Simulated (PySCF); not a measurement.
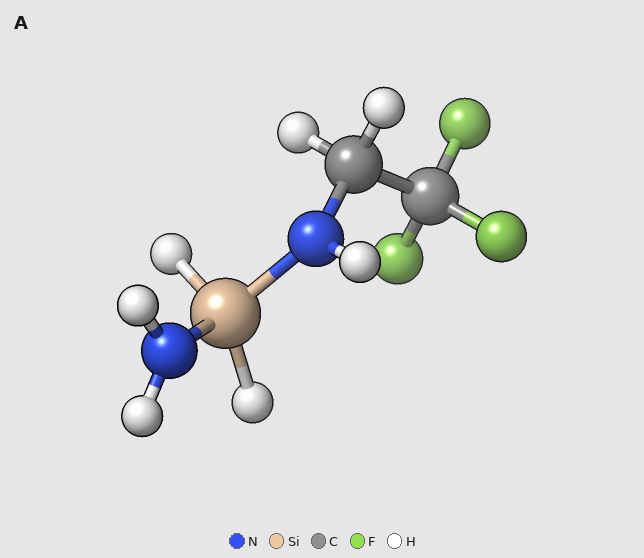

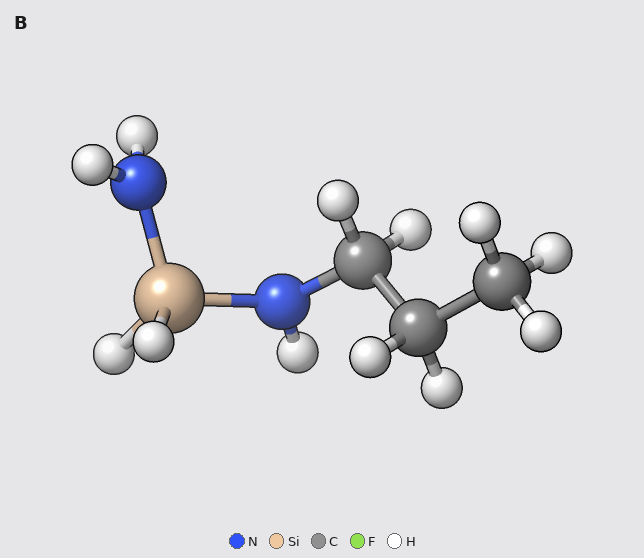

Two related species, optimised with PBE0-D3(BJ)/def2-SVP; properties computed with PySCF 2.14.0. Both: charge 0, singlet.

### What are A and B?

A is C2H7F3N2Si (N[SiH2]NCC(F)(F)F), B is C3H12N2Si (CCCN[SiH2]N).

Compare them. With PBE0/pcSseg-1: dipole moment (D), HOMO–LUMO gap (eV), HOMO energy (Kohn–Sham orbital) (eV), shielding of Si (ppm), Hirshfeld charge of Si (e), IAO charge of Si (e). With CAM-B3LYP/def2-SVPD: lowest vertical singlet excitation (eV), mean static polarisability (bohr³). With HF/pcSseg-1: HOMO energy (Hartree–Fock orbital) (eV). With PBE0-D3(BJ)/def2-SVP: mean Si–H length (Å), mean Si–N length (Å).

| quantity | A | B |
| --- | --- | --- |
| dipole moment (D) | 2.93 | 0.72 |
| HOMO–LUMO gap (eV) | 8.42 | 7.84 |
| HOMO energy (Kohn–Sham orbital) (eV) | −7.27 | −6.60 |
| shielding of Si (ppm) | 384.1 | 396.3 |
| Hirshfeld charge of Si (e) | 0.38 | 0.38 |
| IAO charge of Si (e) | 0.99 | 0.98 |
| lowest vertical singlet excitation (eV) | 6.62 | 6.22 |
| mean static polarisability (bohr³) | 69.8 | 81.7 |
| HOMO energy (Hartree–Fock orbital) (eV) | −10.79 | −9.92 |
| mean Si–H length (Å) | 1.498 | 1.501 |
| mean Si–N length (Å) | 1.729 | 1.726 |

Each is one conformer, and no frequency run is at hand to confirm it as a minimum.
